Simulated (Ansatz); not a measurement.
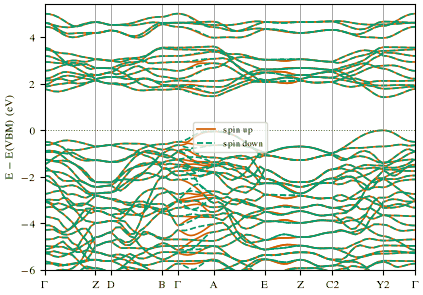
Band structure from DFT-r²SCAN in the program Ansatz with PAW potentials

The gap is 1.42 eV; an edge lies off the plotted path or next to a special point (maximum at Y2, minimum off the standard path).

Question: Which of these materials gives this?
A. SiC, Pnma (Si on 4c, C on 4c)
B. MnO2, Pnma (Mn on 4c, O on 4c, O on 4c)
C. InHO2, Pnnm (In on 2a, H on 2c, O on 4g)
D. Ta2O5, Pmmn (Ta on 4e, O on 4e, O on 4e, O on 2a)

Answer: B, MnO2, Pnma (Mn on 4c, O on 4c, O on 4c)

The workflow started from a Materials Project entry (that database holds measured and hypothetical structures alike); the Crystallography Open Database files this formula in space group No. 62, but the cells were not matched. It is not the phase usual at ambient conditions (space group No. 136). The r²SCAN relaxation kept the symmetry of its start, as lowered by the spin order; its stability against distortions is not shown here. Spin order of the final state: antiferromagnetic, chosen from 4 collinear starts compared on coarse meshes (ties went to the first, and starts can fall back to one state), not a proven ground state. Other orbital occupations within this spin state were not tried. No Hubbard U is applied.

Potentials: the later of the program's two PAW sets.
